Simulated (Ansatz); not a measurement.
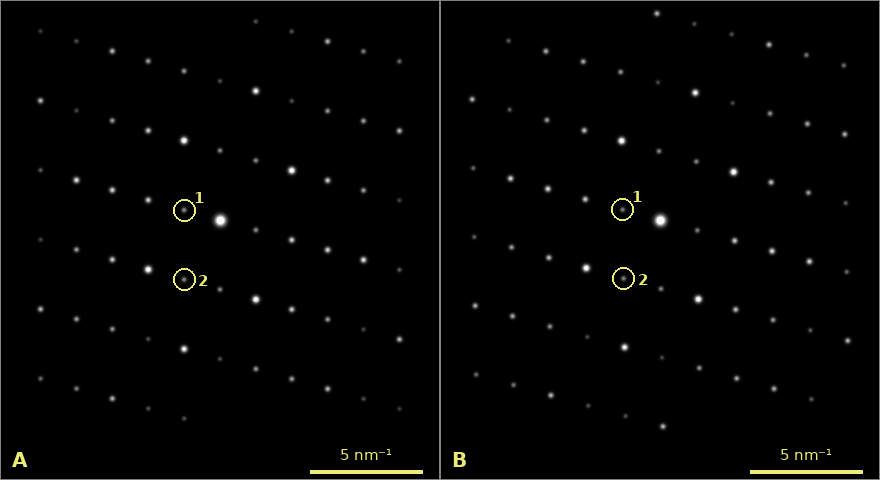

Kinematic electron diffraction patterns (120 kV, B = 0.5 Å², same scale) along [101] of the run's own cell, for the start and the end of one relaxation of Tl2Ru with Ansatz 0.2.0, DFT PBE, scalar-relativistic, plane waves, PAW. k mesh 20×20×20. The start is a generated model structure, and the relaxation ends in the nearest stationary point of its symmetry, not necessarily the ground state. Spot 1 is -1 -1 1 and spot 2 is 0 -1 0 in both.

Start structure:

```yaml
crystal:
  lattice:
    - [-1.69548, 1.69548, 5.77640]
    - [1.69548, -1.69548, 5.77640]
    - [1.69548, 1.69548, -5.77640]
  atoms:
    - { symbol: Tl, position: [0.63943, 0.63943, 0.00000] }
    - { symbol: Tl, position: [0.36057, 0.36057, 0.00000] }
    - { symbol: Ru, position: [0.00000, 0.00000, 0.00000] }
```

### Which pattern belongs to the start structure, and which to the relaxed one?

B is the start: its cell gives d(1) = 5.776 Å, d(2) = 3.254 Å and an angle of 73.6°. A is the relaxed structure, with d(1) = 6.012 Å (+4.1 %), d(2) = 3.223 Å (-1.0 %) and 74.5°.

### Summarise the relaxation behind the change.

The volume changed by +1.3 % to 22.43 Å³ an atom; with the mean shift removed, the atoms moved by up to 0.03 Å relative to the cell (Tl most); the space group stayed I4/mmm (No. 139); the free energy fell by 1.7 meV an atom. Relaxed cell: a = 6.461 Å, b = 6.461 Å, c = 6.461 Å, α = 149.99°, β = 149.99°, γ = 42.95°.
